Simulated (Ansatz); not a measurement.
## Electronic structure of BrClF₂H₂Si in real space

Input

```
crystal:
  periodic: [false, false, false]
  atoms:
    - {symbol: Si, position_ang: [-0.358013, -0.051697, -0.539640]}
    - {symbol: Cl, position_ang: [1.091580, -1.183224, 0.964929]}
    - {symbol: F, position_ang: [-0.273643, -1.424199, -1.357550]}
    - {symbol: F, position_ang: [-1.785393, -0.137367, 0.127003]}
    - {symbol: H, position_ang: [-0.155001, 0.879172, -1.654653]}
    - {symbol: H, position_ang: [1.098328, 0.129085, 1.478890]}
    - {symbol: Br, position_ang: [0.382144, 1.788229, 0.981121]}
basis:
  gaussian: {orbitals: def2-TZVPP}
hamiltonian: {xc: pbe0, dispersion: d4}
output: {orbitals: {seedname: orbitals}}
```

Command:

```sh
ansatz run in.yaml --threads 8 --pin off --events-out ev --progress --plain --max-ram 19148MiB
```

A transition-state structure; geometry: PBE0-D4/def2-TZVP.

All numbers below come from RKS PBE0-D4/def2-TZVPP in Ansatz.

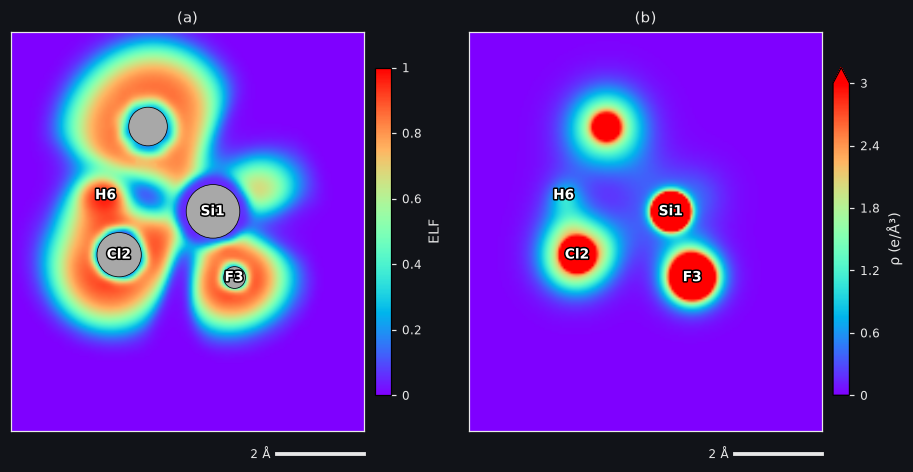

Figure 1. (a) ELF; (b) electron density on the plane of atoms Cl2, Si1 and F3. Grey discs cover the atomic cores in the ELF map.

> What do the fields say about this system?

- The plane passes through Si, Cl, F and H nuclei.
- Si–F (1.60 Å): ρ is about 1.2 e/Å³ halfway; the ELF peaks at about 0.85 in the valence shell of F, 0.6 Å from its nucleus, and is about 0.55 at the midpoint.
- Si–Cl (2.38 Å): the density is about 0.5 e/Å³ at the midpoint, with its minimum of 0.37 e/Å³ about 0.9 Å from Si; the ELF peaks at about 0.90 between the atoms; a polar covalent bond.
- Cl–H (1.41 Å): the density is about 1.7 e/Å³ at the midpoint; the ELF climbs to about 1 towards the hydrogen, as it does in any bond to H (an ordinary covalent bond to hydrogen).
- The ELF also peaks beside F3, Cl2 and Br7, away from the bonds: lone-pair regions.

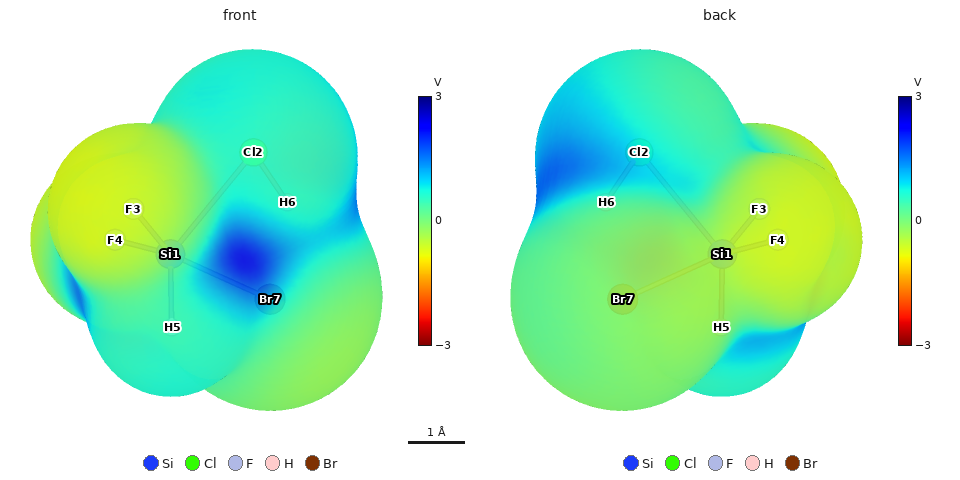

Figure 2. The molecular electrostatic potential painted on the density surface at 0.002 e/bohr³, seen from the front and from behind; the colour scale runs from red (negative) to blue (positive).

> Describe the electrostatic potential map.

The most negative region (about −0.7 V) lies over F3, the most positive (about +2.0 V) over Si1.

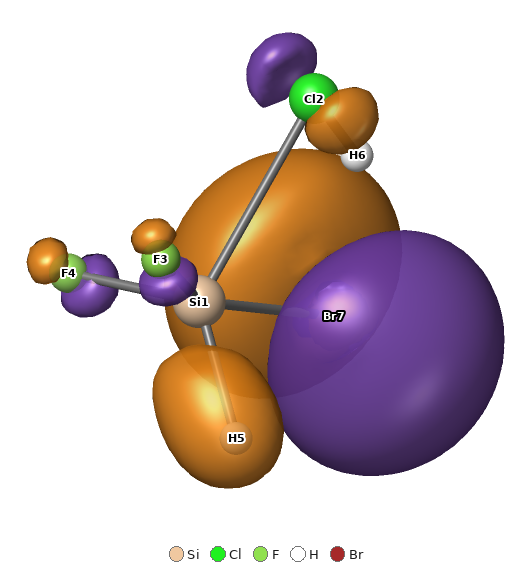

Figure 3. The HOMO at ±0.1 Å⁻³ᐟ² (orange and purple are the two phases), seen at an oblique angle.

> What is the character of this orbital?

It lies mainly on Br7 (about 85 %); largely a lone pair of Br7. Its energy is −8.68 eV.

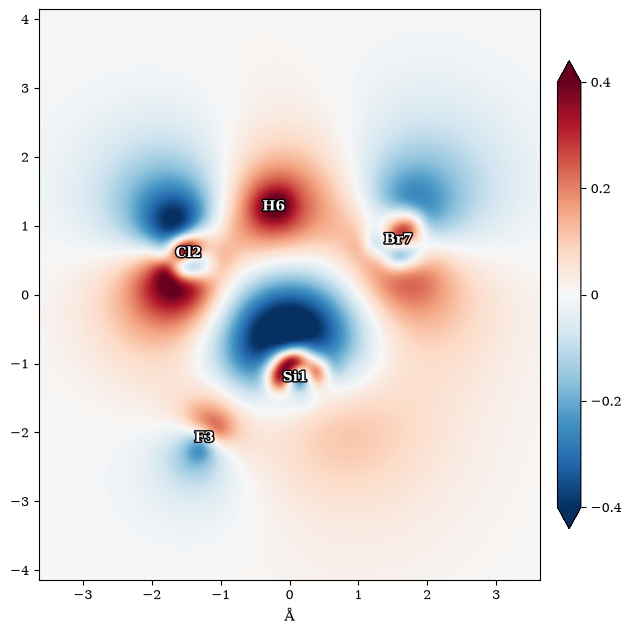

Figure 4. The LUMO on the plane of atoms Si1, Cl2 and H6 (values in Å⁻³ᐟ²; the overall sign is arbitrary).

> Where does this orbital lie, and at what energy?

By Hirshfeld shares it lies mainly on Si1 (about 35 %), Cl2 (about 25 %), Br7 (about 20 %), H5 (about 5 %) and H6 (about 5 %). Its energy is −2.11 eV.
